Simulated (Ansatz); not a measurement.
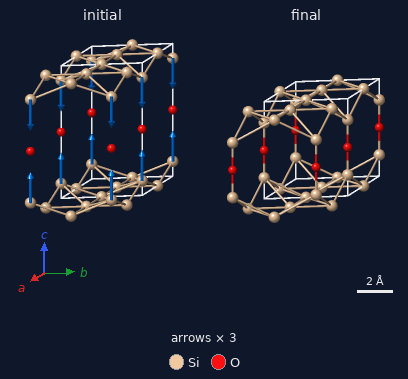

The structure of a crystal of Si$_{5}$O (a generated structure, set up in P6/mmm) (coarse preliminary run) before (left) and after (right) a relaxation, at one scale. The blue arrows give the displacements (the part carried along by the change of the cell is left out), 3 times their true length.

A ball-and-stick model of the cell of the calculation, repeated 2 × 1 × 1 with one cell outlined, seen slightly off an axis.

Method: Ansatz 0.2.0, DFT PBE, scalar-relativistic, plane waves, PAW. Settings: plane-wave cutoff 420 eV; k-point mesh 6 × 6 × 2; occupations gaussian; smearing width 0.1 eV; collinear spin; cell and atoms relaxed; force threshold 0.04 eV/Å; at most 70 steps.

> Describe what moved and what it gained.

After 10 accepted moves (11 points after the start) the energy has fallen by 11.149 eV per cell of the calculation. The largest force component goes from 19 to 0.00057 eV/Å. The pressure goes from 14.77 to −0.03 GPa. At 1 point the geometry stayed and the basis and grid were re-selected for the new cell (energy shift of 0.1 meV per cell of the calculation at most each time). The largest moves relative to the cell, 0.62 Å, are those of Si atoms. O stays in place. Cell: a = b 4.739 → 4.885 Å (+3.1 %), c 7.939 → 5.822 Å (−26.7 %). Volume −22.1 %. Among the contacts that change: O–Si 3.090 → 1.647 Å, Si–Si 1.760 → 2.529 Å, Si–Si 2.527 → 2.750 Å, Si–Si 2.369 → 2.442 Å. New bonds form, among them: O–Si (3.09 → 1.65 Å). The space group stays P6/mmm (No. 191). The program noted that the starting moments weren't kept. Cost: 4 min on 1 thread of Intel(R) Xeon(R) Processor @ 2.50GHz (Skylake/Cascade Lake), on a shared host, peak memory 0.45 GiB.

Limits of the set-up: the k-point mesh is coarse for a cell with partly filled bands; layers or molecules are held without a dispersion correction, so their spacing is unreliable.
